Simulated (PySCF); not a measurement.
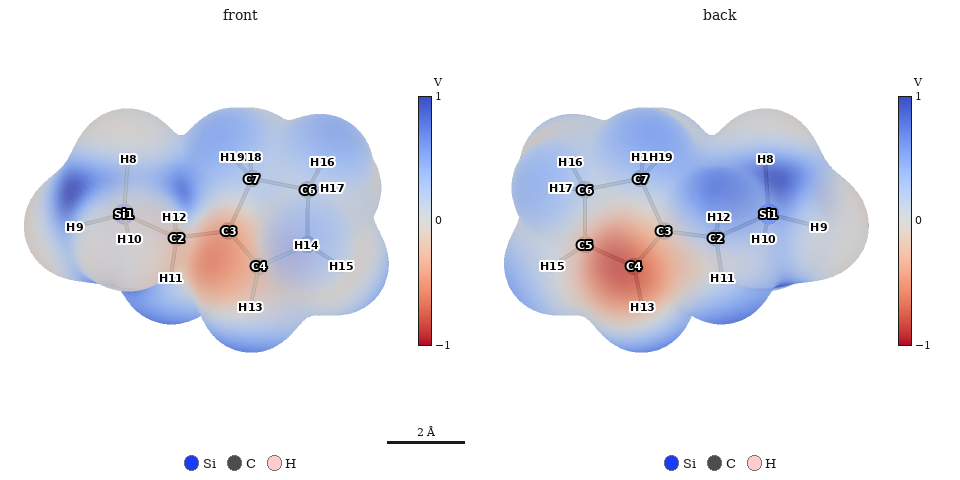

C6H12Si (SMILES [SiH3]CC1=CCCC1). The electrostatic potential painted on the density surface at 0.002 e/bohr³, seen from the front and from behind; red is negative and blue positive.

Geometry: GFN2-xTB, NEB image 0 of 0 to 8.

Computed with PBE0/pcSseg-1, SCF density, gas phase, non-relativistic (PySCF).

Input

```
{"job": {"kind": "nmr", "xc": "PBE0", "basis": "pcSseg-1", "pop": false}, "charge": 0, "multiplicity": 1}
Si     2.691200     0.502800     0.525300
C      1.518400    -0.313600    -0.742000
C      0.089700    -0.126200    -0.384700
C     -0.787500     0.702100    -0.935500
C     -2.126100     0.654400    -0.260800
C     -2.028800    -0.596300     0.628500
C     -0.524200    -0.872200     0.770800
H      2.582900    -0.179500     1.817000
H      4.064700     0.381400     0.032100
H      2.332000     1.912300     0.679900
H      1.704800     0.111800    -1.729200
H      1.745600    -1.380500    -0.797400
H     -0.596500     1.368100    -1.759900
H     -2.275900     1.559400     0.336400
H     -2.950000     0.592700    -0.973900
H     -2.514400    -0.455300     1.592700
H     -2.510000    -1.437900     0.128200
H     -0.293600    -1.938400     0.741200
H     -0.132100    -0.475800     1.712200
```

Run with:

```sh
OMP_NUM_THREADS=1 python probes_run.py task.json out
```

**Describe the electrostatic potential map.**

The most negative region (about −0.8 V) lies over the π face of C3 and C4, the most positive (about +0.9 V) over Si1.
